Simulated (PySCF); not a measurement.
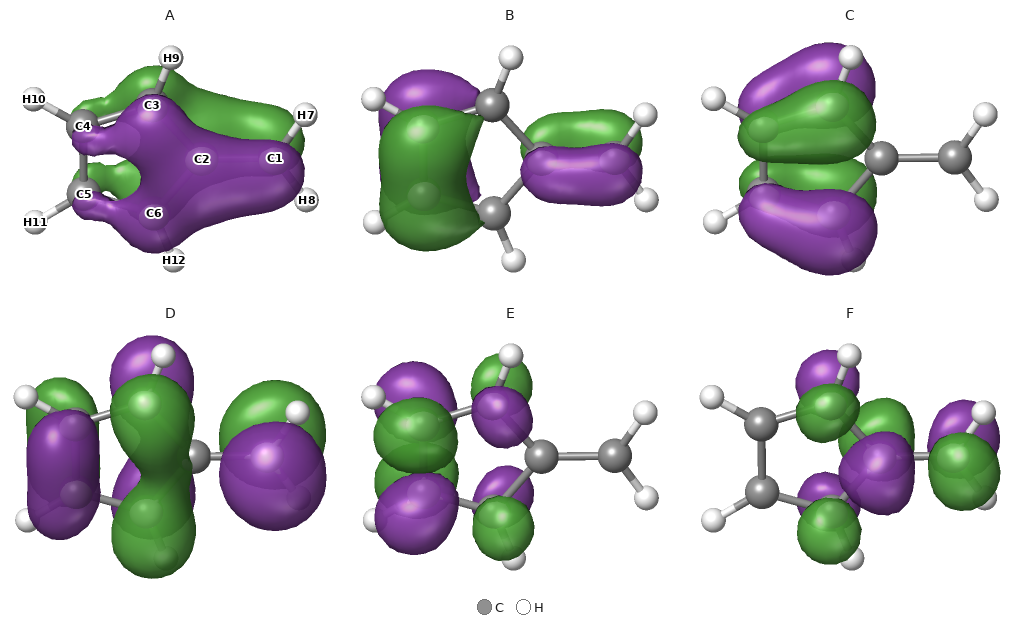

Figure 1: C6H6, SMILES `C=C1C=CC=C1`. Natural orbitals of the π active space, CASSCF(6,6), triplet state at the geometry of the singlet, in order of falling occupation.

Method: cc-pVDZ basis; geometry: GFN2-xTB; program: PySCF. No frequency check shows the geometry to be a minimum.

Input script:

```python
import numpy as np
from pyscf import gto, scf, dft, mcscf, mrpt
from pyscf.mcscf import avas

def solve(mol, dm0=None, hcore=None):
    mf = scf.ROHF(mol) if mol.spin else scf.RHF(mol)
    mf = mf.density_fit(auxbasis='def2-universal-jkfit')
    mf.conv_tol, mf.max_cycle = 1e-8, 80
    if hcore is not None:
        mf.get_hcore = lambda *args: hcore
    mf.kernel(dm0)
    if not mf.converged:
        mf = mf.newton().run(mf.mo_coeff, mf.mo_occ, max_cycle=30)
    assert mf.converged, 'SCF not converged'
    return mf

mol = gto.M(atom='''
C     -2.09142    -0.00013     0.00000
C     -0.75720     0.00027     0.00000
C      0.12663    -1.16630     0.00000
C      1.39619    -0.72872     0.00000
C      1.39607     0.72880     0.00000
C      0.12644     1.16618     0.00000
H     -2.65682    -0.91775     0.00000
H     -2.65697     0.91716     0.00000
H     -0.22301    -2.18148     0.00000
H      2.29008    -1.32648     0.00000
H      2.28986     1.32671     0.00000
H     -0.22337     2.18130     0.00000
''', basis='cc-pvdz', charge=0, spin=0, verbose=4)
mf = solve(mol)
ncas, nel, orbs = avas.avas(mf, ['C 2pz'], threshold=0.5, openshell_option=3)
print('active space', nel, ncas)
assert 2 <= ncas <= 10, 'active space too large or empty'
mc = mcscf.CASSCF(mf, ncas, nel)
mc.natorb, mc.max_cycle_macro = True, 60
mc.fix_spin_(ss=mol.spin / 2 * (mol.spin / 2 + 1))
mc.kernel(orbs)
occ = mc.mo_occ[mc.ncore:mc.ncore + ncas]
print('natural occupations', occ.round(4))
e2 = mrpt.NEVPT(mc).kernel()
out = dict(c=mc.mo_coeff[:, mc.ncore:mc.ncore + ncas], occ=occ, e=mc.e_tot, e2=e2, ehf=mf.e_tot, ok=mc.converged, nel=nel, w0=abs(mc.ci).max() ** 2, dm=mc.make_rdm1())
# the other spin state at the same geometry
other = mol.copy().set(spin=2).build()
mo = scf.ROHF(other).density_fit(auxbasis='def2-universal-jkfit').run()
na = (nel + other.spin) // 2
m2 = mcscf.CASSCF(mo, ncas, (na, nel - na))
m2.natorb = True
m2.fix_spin_(ss=other.spin / 2 * (other.spin / 2 + 1))
m2.kernel(mc.mo_coeff)
e2o = mrpt.NEVPT(m2).kernel()
print('other state above this one / eV: CASSCF', (m2.e_tot - mc.e_tot) * 27.211386, 'NEVPT2', (m2.e_tot + e2o - mc.e_tot - e2) * 27.211386)
np.savez('result.npz', eo=m2.e_tot, e2o=e2o, oko=m2.converged, occo=m2.mo_occ[mc.ncore:mc.ncore + ncas], co=m2.mo_coeff[:, mc.ncore:mc.ncore + ncas], **out)
```

Launched as:

```sh
OMP_NUM_THREADS=1 python input.py
```

The run took 45 s on 1 thread of Arm Neoverse V2, with other jobs on the host, peak memory 0.3 GiB.

> What are the natural occupation numbers?

A 1.93, B 1.89, C 1.04, D 0.97, E 0.10, F 0.07.

> Where does the lowest triplet lie relative to the singlet, at this geometry and within this active space?

2.57 eV above it by strongly contracted NEVPT2 (+2.65 eV by CASSCF); a small basis tends to put such gaps a few tenths of an eV too high. This is a vertical energy for π states alone; a state that uses lone pairs or σ orbitals may lie lower.
